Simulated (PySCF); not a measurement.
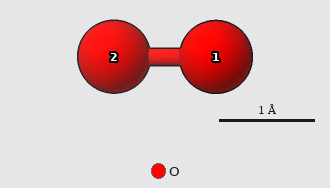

Fig. 1: The input geometry (ball-and-stick view, seen on its broad side; atoms are numbered from 1 in the order of the input).

**Run report: O2, geometry relaxation (part 1 of 2)**

The run: geometry relaxation of O2, multiplicity 3. Method and program: UHF/6-311++g**, optimize (PySCF 2.14.0).

Figures and captions count atoms from 1; the log counts them from 0 in places.

**Log**
```
PySCF version 2.14.0

[INPUT] verbose = 4
[INPUT] num. atoms = 2
[INPUT] num. electrons = 16
[INPUT] charge = 0
[INPUT] spin (= nelec alpha-beta = 2S) = 2
[INPUT] symmetry False subgroup None
[INPUT] Mole.unit = angstrom
[INPUT] Symbol           X                Y                Z      unit          X                Y                Z       unit  Magmom
[INPUT]  1 O      0.000000000000   0.000000000000   0.000000000000 AA    0.000000000000   0.000000000000   0.000000000000 Bohr   0.0
[INPUT]  2 O      0.000000000000   0.000000000000   1.080000000000 AA    0.000000000000   0.000000000000   2.040904214530 Bohr   0.0

nuclear repulsion = 31.358649536
number of shells = 20
number of NR pGTOs = 70
number of NR cGTOs = 44
basis = 6-311++g**
ecp = {}

******** <class 'pyscf.scf.uhf.UHF'> ********
method = UHF
initial guess = minao
damping factor = 0
level_shift factor = 0
DIIS = <class 'pyscf.scf.diis.CDIIS'>
diis_start_cycle = 1
diis_space = 8
diis_damp = 0
SCF conv_tol = 1e-09
SCF conv_tol_grad = None
SCF max_cycles = 50
direct_scf = True
direct_scf_tol = 1e-13
number electrons alpha = 9  beta = 7
Set gradient conv threshold to 3.16228e-05
init E= -150.138961583968
  alpha nocc = 9  HOMO = -0.168482522003297  LUMO = 0.169175727552815
  beta  nocc = 7  HOMO = -0.657699202784926  LUMO = -0.168482522003304

WARN: HOMO -0.168482522003297 >= LUMO -0.168482522003304

cycle= 1 E= -149.602880447841  delta_E= 0.536  |g|= 0.313  |ddm|= 1.12
  alpha nocc = 9  HOMO = -0.52540514580339  LUMO = 0.181292925203828
  beta  nocc = 7  HOMO = -0.731410159405992  LUMO = 0.0786730819381312
  HOMO = -0.525405145803  LUMO = 0.0786730819381  gap/eV = 16.43781
cycle= 2 E= -149.641720304152  delta_E= -0.0388  |g|= 0.114  |ddm|= 0.322
  alpha nocc = 9  HOMO = -0.480594938526903  LUMO = 0.185179936375533
  beta  nocc = 7  HOMO = -0.654830622749193  LUMO = 0.133873803471482
  HOMO = -0.480594938527  LUMO = 0.133873803471  gap/eV = 16.72055
cycle= 3 E= -149.646901215615  delta_E= -0.00518  |g|= 0.0379  |ddm|= 0.0809
  alpha nocc = 9  HOMO = -0.497510467957724  LUMO = 0.185106469289925
  beta  nocc = 7  HOMO = -0.651507748557656  LUMO = 0.134858814236557
  HOMO = -0.497510467958  LUMO = 0.134858814237  gap/eV = 17.20764
cycle= 4 E= -149.648239839059  delta_E= -0.00134  |g|= 0.011  |ddm|= 0.0635
  alpha nocc = 9  HOMO = -0.499326896837236  LUMO = 0.185248359853325
  beta  nocc = 7  HOMO = -0.647570507140168  LUMO = 0.136854878349968
  HOMO = -0.499326896837  LUMO = 0.13685487835  gap/eV = 17.31139
cycle= 5 E= -149.648371453751  delta_E= -0.000132  |g|= 0.00263  |ddm|= 0.0243
  alpha nocc = 9  HOMO = -0.500384892282029  LUMO = 0.185182627793672
  beta  nocc = 7  HOMO = -0.647285867281342  LUMO = 0.136595683133116
  HOMO = -0.500384892282  LUMO = 0.136595683133  gap/eV = 17.33312
cycle= 6 E= -149.648378420641  delta_E= -6.97e-06  |g|= 0.000384  |ddm|= 0.0078
  alpha nocc = 9  HOMO = -0.500314103342379  LUMO = 0.185187074508508
  beta  nocc = 7  HOMO = -0.647193434189803  LUMO = 0.136664631452999
  HOMO = -0.500314103342  LUMO = 0.136664631453  gap/eV = 17.33307
cycle= 7 E= -149.648378548426  delta_E= -1.28e-07  |g|= 9.85e-05  |ddm|= 0.000669
  alpha nocc = 9  HOMO = -0.500333170347396  LUMO = 0.185184213780399
  beta  nocc = 7  HOMO = -0.647223098886426  LUMO = 0.136643454408643
  HOMO = -0.500333170347  LUMO = 0.136643454409  gap/eV = 17.33302
cycle= 8 E= -149.648378556684  delta_E= -8.26e-09  |g|= 1.14e-05  |ddm|= 0.000179
  alpha nocc = 9  HOMO = -0.500330139668607  LUMO = 0.18518440416285
  beta  nocc = 7  HOMO = -0.647221057576762  LUMO = 0.136645909465923
  HOMO = -0.500330139669  LUMO = 0.136645909466  gap/eV = 17.33300
cycle= 9 E= -149.648378556771  delta_E= -8.79e-11  |g|= 1.38e-06  |ddm|= 3.27e-05
  alpha nocc = 9  HOMO = -0.500330670926695  LUMO = 0.185184342968849
  beta  nocc = 7  HOMO = -0.647221433138348  LUMO = 0.136645531071526
  HOMO = -0.500330670927  LUMO = 0.136645531072  gap/eV = 17.33301
Extra cycle  E= -149.648378556773  delta_E= -1.53e-12  |g|= 4.3e-07  |ddm|= 4.8e-06
converged SCF energy = -149.648378556773  <S^2> = 2.0313707  2S+1 = 3.0208414
Create scanner for <class 'pyscf.grad.uhf.Gradients'>
Create scanner for <class 'pyscf.scf.uhf.UHF'>
input.py

Current date and time:

#|     Arguments passed to driver run_optimizer():      |#
customengine              <pyscf.geomopt.geometric_solver.PySCFEngine object>
logIni                    [file]
maxiter                   30
----------------------------------------------------------
Custom engine selected.
Bonds will be generated from interatomic distances less than 1.20 times sum of covalent radii
6 internal coordinates being used (instead of 6 Cartesians)
Internal coordinate system (atoms numbered from 1):
Distance 1-2
Translation-X 1-2
Translation-Y 1-2
Translation-Z 1-2
Rotation-A 1-2
Rotation-B 1-2
Rotation-C 1-2
<class 'geometric.internal.Distance'> : 1
<class 'geometric.internal.TranslationX'> : 1
<class 'geometric.internal.TranslationY'> : 1
<class 'geometric.internal.TranslationZ'> : 1
<class 'geometric.internal.RotationA'> : 1
<class 'geometric.internal.RotationB'> : 1
<class 'geometric.internal.RotationC'> : 1
> ===== Optimization Info: ====
> Job type: Energy minimization
> Maximum number of optimization cycles: 30
> Initial / maximum trust radius (Angstrom): 0.100 / 0.300
> Convergence Criteria:
> Will converge when all 5 criteria are reached:
>  |Delta-E| < 1.00e-06
>  RMS-Grad  < 3.00e-04
>  Max-Grad  < 4.50e-04
>  RMS-Disp  < 1.20e-03
>  Max-Disp  < 1.80e-03
> === End Optimization Info ===

Geometry optimization cycle 1
Cartesian coordinates (Angstrom)
 Atom        New coordinates             dX        dY        dZ
   O   0.000000   0.000000   0.000000    0.000000  0.000000  0.000000
   O   0.000000   0.000000   1.080000    0.000000  0.000000  0.000000

WARN: Mole.unit (angstrom) is changed to Bohr

New geometry
   1 O      0.000000000000   0.000000000000   0.000000000000 AA    0.000000000000   0.000000000000   0.000000000000 Bohr
   2 O      0.000000000000   0.000000000000   1.080000000000 AA    0.000000000000   0.000000000000   2.040904214530 Bohr

******** <class 'pyscf.scf.hf.UHF_Scanner'> ********
method = UHF_Scanner
initial guess = minao
damping factor = 0
level_shift factor = 0
DIIS = <class 'pyscf.scf.diis.CDIIS'>
diis_start_cycle = 1
diis_space = 8
diis_damp = 0
SCF conv_tol = 1e-09
SCF conv_tol_grad = None
SCF max_cycles = 50
direct_scf = True
direct_scf_tol = 1e-13
number electrons alpha = 9  beta = 7
Set gradient conv threshold to 3.16228e-05
init E= -149.648378556773
  alpha nocc = 9  HOMO = -0.500330648302003  LUMO = 0.185184340823997
  beta  nocc = 7  HOMO = -0.647221412567811  LUMO = 0.136645541305452
  HOMO = -0.500330648302  LUMO = 0.136645541305  gap/eV = 17.33300
cycle= 1 E= -149.648378556773  delta_E= -5.68e-14  |g|= 1.54e-07  |ddm|= 1.39e-06
  alpha nocc = 9  HOMO = -0.500330698564303  LUMO = 0.185184338079075
  beta  nocc = 7  HOMO = -0.647221458619182  LUMO = 0.136645507662715
  HOMO = -0.500330698564  LUMO = 0.136645507663  gap/eV = 17.33301
Extra cycle  E= -149.648378556773  delta_E= -2.84e-14  |g|= 6.35e-08  |ddm|= 4.47e-07
converged SCF energy = -149.648378556773  <S^2> = 2.0313706  2S+1 = 3.0208414

******** <class 'pyscf.grad.rhf.Gradients_Scanner'> for <class 'pyscf.scf.hf.UHF_Scanner'> ********
unit = Eh/Bohr
--------------- UHF_Scanner gradients ---------------
         x                y                z
0 O    -0.0000000000    -0.0000000000     0.2332632177
1 O     0.0000000000     0.0000000000    -0.2332632177
----------------------------------------------
cycle 1: E = -149.648378557  dE = -149.648  norm(grad) = 0.329884
Step    0 : Gradient = 2.333e-01/2.333e-01 (rms/max) Energy = -149.6483785568
Hessian Eigenvalues: 5.00000e-02 5.00000e-02 5.00000e-02 ... 5.00000e-02 5.00000e-02 1.98521e+00

Geometry optimization cycle 2
Cartesian coordinates (Angstrom)
 Atom        New coordinates             dX        dY        dZ
   O   0.000000   0.000000  -0.031089    0.000000  0.000000 -0.031089
   O  -0.000000  -0.000000   1.111089   -0.000000 -0.000000  0.031089
New geometry
   1 O      0.000000000000   0.000000000000  -0.031089335204 AA    0.000000000000   0.000000000000  -0.058750328931 Bohr
   2 O     -0.000000000000  -0.000000000000   1.111089335204 AA   -0.000000000000  -0.000000000000   2.099654543461 Bohr

******** <class 'pyscf.scf.hf.UHF_Scanner'> ********
method = UHF_Scanner
initial guess = minao
damping factor = 0
level_shift factor = 0
DIIS = <class 'pyscf.scf.diis.CDIIS'>
diis_start_cycle = 1
diis_space = 8
diis_damp = 0
SCF conv_tol = 1e-09
SCF conv_tol_grad = None
SCF max_cycles = 50
direct_scf = True
direct_scf_tol = 1e-13
number electrons alpha = 9  beta = 7
Set gradient conv threshold to 3.16228e-05
init E= -149.573219470599
  alpha nocc = 9  HOMO = -0.563535536188946  LUMO = 0.178827307168229
  beta  nocc = 7  HOMO = -0.614833957551401  LUMO = 0.104247133248719
  HOMO = -0.563535536189  LUMO = 0.104247133249  gap/eV = 18.17129
cycle= 1 E= -149.663087462141  delta_E= -0.0899  |g|= 0.0363  |ddm|= 0.152
  alpha nocc = 9  HOMO = -0.528109455057563  LUMO = 0.183016048543358
  beta  nocc = 7  HOMO = -0.607173862270128  LUMO = 0.114011990589419
  HOMO = -0.528109455058  LUMO = 0.114011990589  gap/eV = 17.47301
cycle= 2 E= -149.663522551605  delta_E= -0.000435  |g|= 0.00933  |ddm|= 0.0343
  alpha nocc = 9  HOMO = -0.533593634040666  LUMO = 0.182965236227862
  beta  nocc = 7  HOMO = -0.611970482789117  LUMO = 0.110481064142589
  HOMO = -0.533593634041  LUMO = 0.110481064143  gap/eV = 17.52617
cycle= 3 E= -149.663554735136  delta_E= -3.22e-05  |g|= 0.00247  |ddm|= 0.00759
  alpha nocc = 9  HOMO = -0.533018864849791  LUMO = 0.182967023261414
  beta  nocc = 7  HOMO = -0.610695352472603  LUMO = 0.111264484584344
  HOMO = -0.53301886485  LUMO = 0.111264484584  gap/eV = 17.53184
cycle= 4 E= -149.663559209577  delta_E= -4.47e-06  |g|= 0.000788  |ddm|= 0.00329
  alpha nocc = 9  HOMO = -0.533403168006499  LUMO = 0.182938094619059
  beta  nocc = 7  HOMO = -0.610664558274073  LUMO = 0.111180318251089
  HOMO = -0.533403168006  LUMO = 0.111180318251  gap/eV = 17.54001
cycle= 5 E= -149.663559784438  delta_E= -5.75e-07  |g|= 0.000237  |ddm|= 0.00138
  alpha nocc = 9  HOMO = -0.533448081855021  LUMO = 0.18293995633259
  beta  nocc = 7  HOMO = -0.610562071911699  LUMO = 0.111239444447062
  HOMO = -0.533448081855  LUMO = 0.111239444447  gap/eV = 17.54284
cycle= 6 E= -149.663559847993  delta_E= -6.36e-08  |g|= 3.86e-05  |ddm|= 0.000512
  alpha nocc = 9  HOMO = -0.533464781271443  LUMO = 0.182940162572387
  beta  nocc = 7  HOMO = -0.610562630128995  LUMO = 0.111238154352613
  HOMO = -0.533464781271  LUMO = 0.111238154353  gap/eV = 17.54326
cycle= 7 E= -149.66355984944  delta_E= -1.45e-09  |g|= 5.19e-06  |ddm|= 0.000108
  alpha nocc = 9  HOMO = -0.533464457837321  LUMO = 0.182940085970989
  beta  nocc = 7  HOMO = -0.610562739911436  LUMO = 0.11123820555932
  HOMO = -0.533464457837  LUMO = 0.111238205559  gap/eV = 17.54325
cycle= 8 E= -149.663559849465  delta_E= -2.54e-11  |g|= 1.25e-06  |ddm|= 9.54e-06
  alpha nocc = 9  HOMO = -0.533464489129109  LUMO = 0.182940068058806
  beta  nocc = 7  HOMO = -0.610562833518702  LUMO = 0.111238144644424
  HOMO = -0.533464489129  LUMO = 0.111238144644  gap/eV = 17.54325
Extra cycle  E= -149.663559849467  delta_E= -1.19e-12  |g|= 5.91e-07  |ddm|= 1.69e-06
converged SCF energy = -149.663559849467  <S^2> = 2.0377803  2S+1 = 3.025082

******** <class 'pyscf.grad.rhf.Gradients_Scanner'> for <class 'pyscf.scf.hf.UHF_Scanner'> ********
unit = Eh/Bohr
--------------- UHF_Scanner gradients ---------------
         x                y                z
0 O    -0.0000000000    -0.0000000000     0.0386345179
1 O     0.0000000000     0.0000000000    -0.0386345179
----------------------------------------------
cycle 2: E = -149.663559849  dE = -0.0151813  norm(grad) = 0.0546375
Step    1 : Displace = 3.109e-02/3.109e-02 (rms/max) Trust = 1.000e-01 (=) Grad = 3.863e-02/3.863e-02 (rms/max) E (change) = -149.6635598495 (-1.518e-02) Quality = 1.108
Hessian Eigenvalues: 5.00000e-02 5.00000e-02 5.00000e-02 ... 5.00000e-02 5.00000e-02 1.65641e+00

Geometry optimization cycle 3
Cartesian coordinates (Angstrom)
 Atom        New coordinates             dX        dY        dZ
   O   0.000000   0.000000  -0.037261   -0.000000  0.000000 -0.006171
   O  -0.000000  -0.000000   1.117261    0.000000 -0.000000  0.006171
New geometry
   1 O      0.000000000000   0.000000000000  -0.037260683411 AA    0.000000000000   0.000000000000  -0.070412486860 Bohr
   2 O     -0.000000000000  -0.000000000000   1.117260683411 AA   -0.000000000000  -0.000000000000   2.111316701391 Bohr
```
